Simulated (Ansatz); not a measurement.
**Nudged elastic band of C₁₈F (part 1 of 3)**

C₁₈F (slab, 19 atoms in the cell), computed with DFT PBE, scalar-relativistic, plane waves, PAW, spin-polarised (Ansatz 0.2.0).

It belongs to a series of runs on one base structure; here: band between the two ends. Figures and captions count atoms from 1; the log counts them from 0 in places.

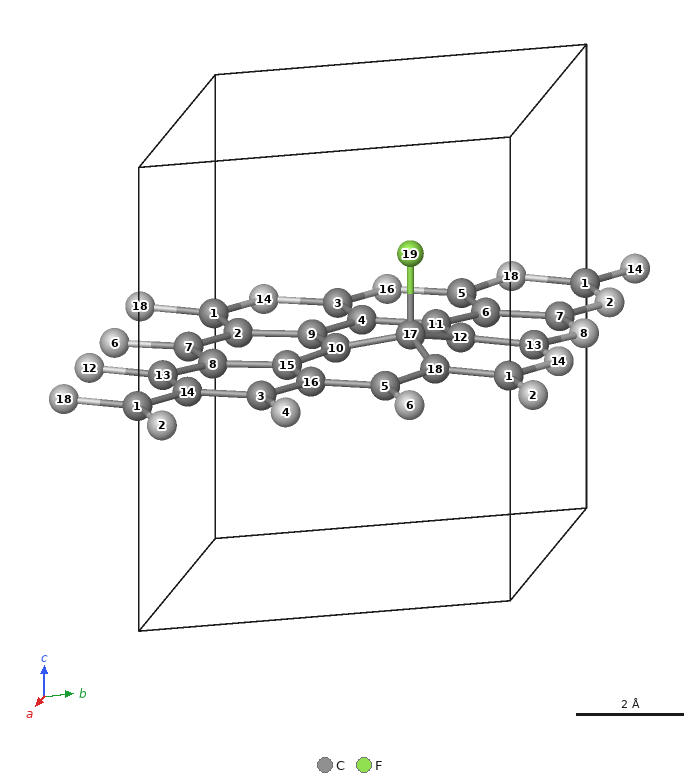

Figure 1. The starting structure (ball-and-stick view of the cell of the calculation, with the vacuum cut short, seen slightly off an axis; neighbours outside the cell are drawn fainter; atoms are numbered from 1 in the order of the input). An atom can appear more than once, as a periodic image. Near neighbours in the periodic cell (some may lie outside the picture): C has 3 C at 1.41 to 1.47 Å; C has 3 C at 1.47 Å and 1 F at 1.57 Å; F has 1 C at 1.57 Å.

Key numbers:

- outcome: converged
- barrier, forward: 0.279 eV
- barrier, backward: 0.279 eV
- electrons treated: 79
- hardware: 2 threads of Intel Xeon (Sapphire Rapids), 16 GiB of memory available, shared host
- wall time: 6.1 min (CPU time 11 min)
- peak memory: 2 GiB

Remarks:

Warnings of the run: spin is on but no starting moments are given.

Input:
```yaml
crystal:
  lattice:
    - [7.398, 0.0, 0.0]
    - [-3.699, 6.406856, 0.0]
    - [0.0, 0.0, 12.0]
  atoms:
    - { symbol: C, position: [-6.493e-05, -0.00399474, 0.07808376] }
    - { symbol: C, position: [0.2225715, 0.10772754, 0.07456359] }
    - { symbol: C, position: [0.00027865, 0.33001881, 0.07868702] }
    - { symbol: C, position: [0.2220157, 0.44088824, 0.0792007] }
    - { symbol: C, position: [-5.732e-05, 0.66368929, 0.078065] }
    - { symbol: C, position: [0.22257826, 0.77461894, 0.07459707] }
    - { symbol: C, position: [0.33361061, -0.00330972, 0.07427039] }
    - { symbol: C, position: [0.55568401, 0.10772215, 0.07455862] }
    - { symbol: C, position: [0.33428651, 0.33035791, 0.07801332] }
    - { symbol: C, position: [0.55481739, 0.43909566, 0.08376395] }
    - { symbol: C, position: [0.33429324, 0.66369135, 0.07810915] }
    - { symbol: C, position: [0.55481701, 0.77546744, 0.08391957] }
    - { symbol: C, position: [0.66660313, -0.0040012, 0.07810673] }
    - { symbol: C, position: [0.88940884, 0.10828057, 0.07922876] }
    - { symbol: C, position: [0.66660579, 0.33035183, 0.07799188] }
    - { symbol: C, position: [0.88941156, 0.44088603, 0.07917118] }
    - { symbol: C, position: [0.66693882, 0.66329681, 0.11114069] }
    - { symbol: C, position: [0.89119913, 0.77547259, 0.08385958] }
    - { symbol: F, position: [0.66692058, 0.66293201, 0.24216845] }
magnetization:
  spin_polarized: true
basis:
  ecutwfc: 420.0
kpoints:
  mp_grid: { grid: [2, 2, 1] }
hamiltonian:
  xc: pbe
scf:
  occupations: { method: gaussian, width: 0.05 }
  lower_state_search: "off"
neb:
  images: 7
  f_tol: 0.03
  initial_path: idpp
  max_iterations: 38
  spring: 10.0
  final_atoms:
    - { symbol: C, position: [-6.354e-05, -0.0040012, 0.07810673] }
    - { symbol: C, position: [0.22274217, 0.10828057, 0.07922876] }
    - { symbol: C, position: [-6.088e-05, 0.33035183, 0.07799188] }
    - { symbol: C, position: [0.22274489, 0.44088603, 0.07917118] }
    - { symbol: C, position: [0.00027215, 0.66329681, 0.11114069] }
    - { symbol: C, position: [0.22453246, 0.77547259, 0.08385958] }
    - { symbol: C, position: [0.3332684, -0.00399474, 0.07808376] }
    - { symbol: C, position: [0.55590483, 0.10772754, 0.07456359] }
    - { symbol: C, position: [0.33361198, 0.33001881, 0.07868702] }
    - { symbol: C, position: [0.55534903, 0.44088824, 0.0792007] }
    - { symbol: C, position: [0.33327601, 0.66368929, 0.078065] }
    - { symbol: C, position: [0.55591159, 0.77461894, 0.07459707] }
    - { symbol: C, position: [0.66694394, -0.00330972, 0.07427039] }
    - { symbol: C, position: [0.88901734, 0.10772215, 0.07455862] }
    - { symbol: C, position: [0.66761984, 0.33035791, 0.07801332] }
    - { symbol: C, position: [0.88815072, 0.43909566, 0.08376395] }
    - { symbol: C, position: [0.66762657, 0.66369135, 0.07810915] }
    - { symbol: C, position: [0.88815034, 0.77546744, 0.08391957] }
    - { symbol: F, position: [1.00025391, 0.66293201, 0.24216845] }
  order_check: true
```

Launched with:
```bash
ansatz run input.yaml --threads 2 --pin off --max-ram 5120MiB --backend cpu --events-out ev --progress --plain --runs-dir out
```

The program's output:
```
Warning: neb: disabling space-group detection — the band's intermediate images generally break the endpoint symmetry, so no spatial operation reduces the k-mesh or symmetrises the density, except that a semilocal band can use its path's symmetry ahead of convergence; time reversal is kept, so that k and −k are solved as one point where they differ and the mesh holds both, and exact exchange and, on two spinor components, a DFT+U term hold to it where the run has them: on two components no moment then forms, and a state that bears one, which a typed moment (crystal.atoms[].spin; refused beside efield: under a hybrid functional) reaches, can lie lower, under hf by electronvolts; crystal.symmetry.detect: false (a key that needs symmetry detection or time reversal refuses this as the deck is read) with time_reversal: false beside it drops time reversal too
Engine: ansatz 0.2.0, x86_64-unknown-linux-gnu
Pseudopotentials: kind: paw
Pseudopotential: C, paw, valence charge 4, recommended cutoff 420 eV (normal), C.paw.azcp
Pseudopotential: F, paw, valence charge 7, recommended cutoff 420 eV (normal), F.paw.azcp
Functional definition: PBE
  parameter kappa = 0.804
  parameter beta = 0.06672455060314922
  exchange = pbe_x(kappa = kappa, mu = beta*pi^2/3)
  correlation = pbe_c(beta = beta)
parallel-image band execution: 2 concurrent image workers
NEB image 0
Crystal: 19 atoms, lattice volume = 568.775 Å³
Basis set: ecut = 420 eV, 11177 PW (Γ), exchange–correlation on 100×100×162 points (8 copies of the dense FFT grid, shifted against one another)
Bands: 59, of which v1, the nominal top of the filled ones, is band 40 counted from 1 (39 counted from 0)
Symmetry: 1 space group operations
k-points: 4
Non-local potential: C, projectors of the file, l = 0: 2, l = 1: 2, l = 2: 1
Non-local potential: F, projectors of the file, l = 0: 2, l = 1: 2, l = 2: 1
PAW form: soft (Blöchl's): semilocal exchange-correlation on the pseudo side does not see the compensation charge
PAW one-centre angular grid: C, 110 points (default); XC on 64 Gauss nodes
PAW one-centre angular grid: F, 110 points (default); XC on 64 Gauss nodes
Initial density: superposition of atomic densities (neutral atoms: chi_scale 0, normalization atom)
Initial wavefunctions: pseudopotential atomic-orbital guess
Functional: x = pbe(κ = 0.804, μ = 0.2195149727645171), c = pbe(β = 0.06672455060314922)
SCF iter   1: F=—  HF=-5332.576945 eV  |F-HF|=—  |Δ(HF+E_count)|=         —  Δρ=3.53e-2 (↑3.53e-2 ↓3.53e-2)  dr2=2.40e1  dr2_m=0.00e0  M=0.000 μB ∫|m|=0.000 μB  β_m=0.30  ethr=3.10e-3  ⟨swp⟩=7.8  Hψ=1246  notcnv=0  defer=25
preconditioner: auto → Resta (q_TF=auto, 1.963 Å⁻¹)  ε∞=1.7  [insulator: Δε(μ)=0.665 eV  Ē_g=16.113 eV  σ=0.050 eV  W_gap=1.00  n_scr=72 (ndim 8)  ℏωp=13.8 eV  f_vac=0.635  D(μ)=0.00/eV (n_scr^D=0)  ε∞_Penn≈1.7  vacuum switching on, ρ_ref=1.9e-2 e/Å³]
spin=Collinear: Resta preconditioning applied to the charge; magnetization (m = ρ↑ − ρ↓) channel mixes plain (no charge-response kernel on spin).
SCF iter   2: F=—  HF=-5326.793762 eV  |F-HF|=—  |Δ(HF+E_count)|=    5.78e0  Δρ=2.26e-2 (↑2.26e-2 ↓2.26e-2)  dr2=9.68e0  dr2_m=0.00e0  M=0.000 μB ∫|m|=0.000 μB  β_m=0.55  ethr=3.10e-3  ⟨swp⟩=2.0  Hψ=449  notcnv=0  defer=59
SCF iter   3: F=—  HF=-5323.319075 eV  |F-HF|=—  |Δ(HF+E_count)|=    3.47e0  Δρ=6.57e-3 (↑6.57e-3 ↓6.57e-3)  dr2=7.04e-1  dr2_m=0.00e0  M=0.000 μB ∫|m|=0.000 μB  β_m=0.46  ethr=3.10e-3  ⟨swp⟩=3.0  Hψ=369  notcnv=0  defer=59
SCF iter   4: F=—  HF=-5323.147554 eV  |F-HF|=—  |Δ(HF+E_count)|=   1.72e-1  Δρ=1.82e-3 (↑1.82e-3 ↓1.82e-3)  dr2=2.69e-2  dr2_m=0.00e0  M=0.000 μB ∫|m|=0.000 μB  β_m=0.60  ethr=8.91e-4  ⟨swp⟩=4.8  Hψ=476  notcnv=0  defer=53
SCF iter   5: F=—  HF=-5323.153801 eV  |F-HF|=—  |Δ(HF+E_count)|=   6.25e-3  Δρ=4.65e-4 (↑4.65e-4 ↓4.65e-4)  dr2=4.03e-3  dr2_m=0.00e0  M=0.000 μB ∫|m|=0.000 μB  β_m=0.58  ethr=3.41e-5  ⟨swp⟩=2.0  Hψ=455  notcnv=0  defer=53
SCF iter   6: F=—  HF=-5323.154021 eV  |F-HF|=—  |Δ(HF+E_count)|=   2.20e-4  Δρ=1.04e-4 (↑1.04e-4 ↓1.04e-4)  dr2=2.89e-4  dr2_m=0.00e0  M=0.000 μB ∫|m|=0.000 μB  β_m=0.55  ethr=5.10e-6  ⟨swp⟩=2.0  Hψ=315  notcnv=0  defer=53
SCF iter   7: F=—  HF=-5323.154061 eV  |F-HF|=—  |Δ(HF+E_count)|=   4.03e-5  Δρ=4.28e-5 (↑4.28e-5 ↓4.28e-5)  dr2=3.34e-5  dr2_m=0.00e0  M=0.000 μB ∫|m|=0.000 μB  β_m=0.61  ethr=3.65e-7  ⟨swp⟩=2.0  Hψ=291  notcnv=0  defer=53
SCF iter   8: F=—  HF=-5323.154148 eV  |F-HF|=—  |Δ(HF+E_count)|=   8.66e-5  Δρ=1.78e-5 (↑1.78e-5 ↓1.78e-5)  dr2=4.89e-6  dr2_m=0.00e0  M=0.000 μB ∫|m|=0.000 μB  β_m=0.66  ethr=4.22e-8  ⟨swp⟩=2.0  Hψ=337  notcnv=0  defer=53
SCF iter   9: F=—  HF=-5323.154151 eV  |F-HF|=—  |Δ(HF+E_count)|=   2.72e-6  Δρ=2.92e-6 (↑2.92e-6 ↓2.92e-6)  dr2=1.47e-7  dr2_m=0.00e0  M=0.000 μB ∫|m|=0.000 μB  β_m=0.69  ethr=6.19e-9  ⟨swp⟩=2.0  Hψ=341  notcnv=0  defer=53
SCF iter  10: F=-5323.154151 eV  HF=-5323.154151 eV  |F-HF|=4.78e-8  |Δ(HF+E_count)|=   5.93e-8  Δρ=1.18e-6 (↑1.18e-6 ↓1.18e-6)  dr2=5.96e-8  dr2_m=0.00e0  M=0.000 μB ∫|m|=0.000 μB  ethr=1.27e-10  ⟨swp⟩=4.0  Hψ=688  notcnv=0
SCF 1 converged in 10 iterations: F = -5323.154151 eV  dr2 = 5.96e-8
  greatest PAW one-centre occupation: 0.935 electrons in one spin orbital (limit 2), on the F atom at site 18 (counted from 0), in its partial waves of l = 0
NSCF: frozen V_eff on 4 k-points
NEB image 8
SCF iter   1: F=—  HF=-5332.576630 eV  |F-HF|=—  |Δ(HF+E_count)|=         —  Δρ=3.53e-2 (↑3.53e-2 ↓3.53e-2)  dr2=2.40e1  dr2_m=0.00e0  M=0.000 μB ∫|m|=0.000 μB  β_m=0.30  ethr=3.10e-3  ⟨swp⟩=8.0  Hψ=1246  notcnv=0  defer=25
preconditioner: auto → Resta (q_TF=auto, 1.963 Å⁻¹)  ε∞=1.7  [insulator: Δε(μ)=0.665 eV  Ē_g=16.114 eV  σ=0.050 eV  W_gap=1.00  n_scr=72 (ndim 8)  ℏωp=13.8 eV  f_vac=0.635  D(μ)=0.00/eV (n_scr^D=0)  ε∞_Penn≈1.7  vacuum switching on, ρ_ref=1.9e-2 e/Å³]
spin=Collinear: Resta preconditioning applied to the charge; magnetization (m = ρ↑ − ρ↓) channel mixes plain (no charge-response kernel on spin).
SCF iter   2: F=—  HF=-5326.796576 eV  |F-HF|=—  |Δ(HF+E_count)|=    5.78e0  Δρ=2.26e-2 (↑2.26e-2 ↓2.26e-2)  dr2=9.69e0  dr2_m=0.00e0  M=0.000 μB ∫|m|=0.000 μB  β_m=0.55  ethr=3.10e-3  ⟨swp⟩=2.0  Hψ=449  notcnv=0  defer=59
SCF iter   3: F=—  HF=-5323.322307 eV  |F-HF|=—  |Δ(HF+E_count)|=    3.47e0  Δρ=6.62e-3 (↑6.62e-3 ↓6.62e-3)  dr2=7.16e-1  dr2_m=0.00e0  M=0.000 μB ∫|m|=0.000 μB  β_m=0.46  ethr=3.10e-3  ⟨swp⟩=3.0  Hψ=369  notcnv=0  defer=59
SCF iter   4: F=—  HF=-5323.147563 eV  |F-HF|=—  |Δ(HF+E_count)|=   1.75e-1  Δρ=1.82e-3 (↑1.82e-3 ↓1.82e-3)  dr2=2.70e-2  dr2_m=0.00e0  M=0.000 μB ∫|m|=0.000 μB  β_m=0.61  ethr=9.07e-4  ⟨swp⟩=5.0  Hψ=477  notcnv=0  defer=53
SCF iter   5: F=—  HF=-5323.153824 eV  |F-HF|=—  |Δ(HF+E_count)|=   6.26e-3  Δρ=4.68e-4 (↑4.68e-4 ↓4.68e-4)  dr2=4.12e-3  dr2_m=0.00e0  M=0.000 μB ∫|m|=0.000 μB  β_m=0.58  ethr=3.42e-5  ⟨swp⟩=2.0  Hψ=455  notcnv=0  defer=53
SCF iter   6: F=—  HF=-5323.154034 eV  |F-HF|=—  |Δ(HF+E_count)|=   2.11e-4  Δρ=1.04e-4 (↑1.04e-4 ↓1.04e-4)  dr2=2.98e-4  dr2_m=0.00e0  M=0.000 μB ∫|m|=0.000 μB  β_m=0.55  ethr=5.22e-6  ⟨swp⟩=2.0  Hψ=310  notcnv=0  defer=53
SCF iter   7: F=—  HF=-5323.154073 eV  |F-HF|=—  |Δ(HF+E_count)|=   3.90e-5  Δρ=4.30e-5 (↑4.30e-5 ↓4.30e-5)  dr2=3.47e-5  dr2_m=0.00e0  M=0.000 μB ∫|m|=0.000 μB  β_m=0.61  ethr=3.77e-7  ⟨swp⟩=2.0  Hψ=292  notcnv=0  defer=53
SCF iter   8: F=—  HF=-5323.154148 eV  |F-HF|=—  |Δ(HF+E_count)|=   7.47e-5  Δρ=1.81e-5 (↑1.81e-5 ↓1.81e-5)  dr2=4.99e-6  dr2_m=0.00e0  M=0.000 μB ∫|m|=0.000 μB  β_m=0.66  ethr=4.39e-8  ⟨swp⟩=2.0  Hψ=334  notcnv=0  defer=53
SCF iter   9: F=—  HF=-5323.154151 eV  |F-HF|=—  |Δ(HF+E_count)|=   2.83e-6  Δρ=2.93e-6 (↑2.93e-6 ↓2.93e-6)  dr2=1.41e-7  dr2_m=0.00e0  M=0.000 μB ∫|m|=0.000 μB  β_m=0.70  ethr=6.32e-9  ⟨swp⟩=2.0  Hψ=341  notcnv=0  defer=53
SCF iter  10: F=-5323.154151 eV  HF=-5323.154151 eV  |F-HF|=4.79e-8  |Δ(HF+E_count)|=   6.08e-8  Δρ=1.16e-6 (↑1.16e-6 ↓1.16e-6)  dr2=5.90e-8  dr2_m=0.00e0  M=0.000 μB ∫|m|=0.000 μB  ethr=1.27e-10  ⟨swp⟩=4.0  Hψ=688  notcnv=0
SCF 2 converged in 10 iterations: F = -5323.154151 eV  dr2 = 5.90e-8
NSCF: frozen V_eff on 4 k-points
NEB end point (image 0): max|allowed force component| = 1.902e-2 eV/Å (the criterion of neb.relax_end_points is 1.000e-2)
NEB end point (image 8): max|allowed force component| = 1.902e-2 eV/Å (the criterion of neb.relax_end_points is 1.000e-2)
NEB image 1
SCF iter   1: F=—  HF=-5332.465739 eV  |F-HF|=—  |Δ(HF+E_count)|=         —  Δρ=3.57e-2 (↑3.57e-2 ↓3.57e-2)  dr2=2.46e1  dr2_m=0.00e0  M=0.000 μB ∫|m|=0.000 μB  β_m=0.30  ethr=3.10e-3  ⟨swp⟩=9.8  Hψ=1363  notcnv=0  defer=20
[...]
preconditioner: auto → Resta (q_TF=auto, 1.963 Å⁻¹)  ε∞=1.7  [insulator: Δε(μ)=0.950 eV  Ē_g=15.981 eV  σ=0.050 eV  W_gap=1.00  n_scr=72 (ndim 8)  ℏωp=13.8 eV  f_vac=0.633  D(μ)=0.00/eV (n_scr^D=0)  ε∞_Penn≈1.7  vacuum switching on, ρ_ref=1.9e-2 e/Å³]
spin=Collinear: Resta preconditioning applied to the charge; magnetization (m = ρ↑ − ρ↓) channel mixes plain (no charge-response kernel on spin).
  greatest PAW one-centre occupation: 0.934 electrons in one spin orbital (limit 2), on the F atom at site 18 (counted from 0), in its partial waves of l = 0
NEB image 2
preconditioner: auto → Resta (q_TF=auto, 1.963 Å⁻¹)  ε∞=1.8  [insulator: Δε(μ)=1.318 eV  Ē_g=15.923 eV  σ=0.050 eV  W_gap=1.00  n_scr=72 (ndim 8)  ℏωp=13.8 eV  f_vac=0.631  D(μ)=0.00/eV (n_scr^D=0)  ε∞_Penn≈1.8  vacuum switching on, ρ_ref=1.8e-2 e/Å³]
spin=Collinear: Resta preconditioning applied to the charge; magnetization (m = ρ↑ − ρ↓) channel mixes plain (no charge-response kernel on spin).
  greatest PAW one-centre occupation: 0.933 electrons in one spin orbital (limit 2), on the F atom at site 18 (counted from 0), in its partial waves of l = 0
NEB image 3
preconditioner: auto → Resta (q_TF=auto, 1.963 Å⁻¹)  ε∞=1.8  [insulator: Δε(μ)=1.613 eV  Ē_g=15.893 eV  σ=0.050 eV  W_gap=1.00  n_scr=72 (ndim 8)  ℏωp=13.8 eV  f_vac=0.630  D(μ)=0.00/eV (n_scr^D=0)  ε∞_Penn≈1.8  vacuum switching on, ρ_ref=1.8e-2 e/Å³]
spin=Collinear: Resta preconditioning applied to the charge; magnetization (m = ρ↑ − ρ↓) channel mixes plain (no charge-response kernel on spin).
preconditioner: auto → LDOS  [metal: Δε(μ)=0.023 eV  Ē_g=15.365 eV  σ=0.050 eV  W_gap=0.26  n_scr=72 (ndim 8)  ℏωp=13.8 eV  f_vac=0.638  D(μ)=17.63/eV (n_scr^D=134)]
spin=Collinear: LDOS preconditioning applied to the charge; magnetization (m = ρ↑ − ρ↓) channel mixes plain (no charge-response kernel on spin).
  greatest PAW one-centre occupation: 0.932 electrons in one spin orbital (limit 2), on the F atom at site 18 (counted from 0), in its partial waves of l = 0
NEB image 4
preconditioner: auto → Resta (q_TF=auto, 1.963 Å⁻¹)  ε∞=1.8  [insulator: Δε(μ)=1.735 eV  Ē_g=15.890 eV  σ=0.050 eV  W_gap=1.00  n_scr=72 (ndim 8)  ℏωp=13.8 eV  f_vac=0.630  D(μ)=0.00/eV (n_scr^D=0)  ε∞_Penn≈1.8  vacuum switching on, ρ_ref=1.8e-2 e/Å³]
spin=Collinear: Resta preconditioning applied to the charge; magnetization (m = ρ↑ − ρ↓) channel mixes plain (no charge-response kernel on spin).
NEB image 5
preconditioner: auto → Resta (q_TF=auto, 1.963 Å⁻¹)  ε∞=1.8  [insulator: Δε(μ)=1.613 eV  Ē_g=15.898 eV  σ=0.050 eV  W_gap=1.00  n_scr=72 (ndim 8)  ℏωp=13.8 eV  f_vac=0.630  D(μ)=0.00/eV (n_scr^D=0)  ε∞_Penn≈1.8  vacuum switching on, ρ_ref=1.8e-2 e/Å³]
spin=Collinear: Resta preconditioning applied to the charge; magnetization (m = ρ↑ − ρ↓) channel mixes plain (no charge-response kernel on spin).
preconditioner: auto → LDOS  [metal: Δε(μ)=0.023 eV  Ē_g=15.376 eV  σ=0.050 eV  W_gap=0.26  n_scr=72 (ndim 8)  ℏωp=13.8 eV  f_vac=0.638  D(μ)=17.60/eV (n_scr^D=134)]
spin=Collinear: LDOS preconditioning applied to the charge; magnetization (m = ρ↑ − ρ↓) channel mixes plain (no charge-response kernel on spin).
NEB image 6
preconditioner: auto → Resta (q_TF=auto, 1.963 Å⁻¹)  ε∞=1.8  [insulator: Δε(μ)=1.317 eV  Ē_g=15.926 eV  σ=0.050 eV  W_gap=1.00  n_scr=72 (ndim 8)  ℏωp=13.8 eV  f_vac=0.631  D(μ)=0.00/eV (n_scr^D=0)  ε∞_Penn≈1.8  vacuum switching on, ρ_ref=1.8e-2 e/Å³]
spin=Collinear: Resta preconditioning applied to the charge; magnetization (m = ρ↑ − ρ↓) channel mixes plain (no charge-response kernel on spin).
NEB image 7
preconditioner: auto → Resta (q_TF=auto, 1.963 Å⁻¹)  ε∞=1.8  [insulator: Δε(μ)=0.950 eV  Ē_g=15.974 eV  σ=0.050 eV  W_gap=1.00  n_scr=72 (ndim 8)  ℏωp=13.8 eV  f_vac=0.633  D(μ)=0.00/eV (n_scr^D=0)  ε∞_Penn≈1.8  vacuum switching on, ρ_ref=1.9e-2 e/Å³]
spin=Collinear: Resta preconditioning applied to the charge; magnetization (m = ρ↑ − ρ↓) channel mixes plain (no charge-response kernel on spin).
NEB iter   1: max|band force component| = 2.236e0 eV/Å  barrier→ = 0.7521 eV  barrier← = 0.7521 eV  Δτ_max = 0.1326 Å  (109 SCF iters)
  M     (μB):  +0.0000  +0.0000  +0.0000  +0.0000  +0.0000  +0.0000  +0.0000  +0.0000  +0.0000
  M_abs (μB):   0.0000   0.0000   0.0000   0.0000   0.0000   0.0000   0.0000   0.0000   0.0000
```
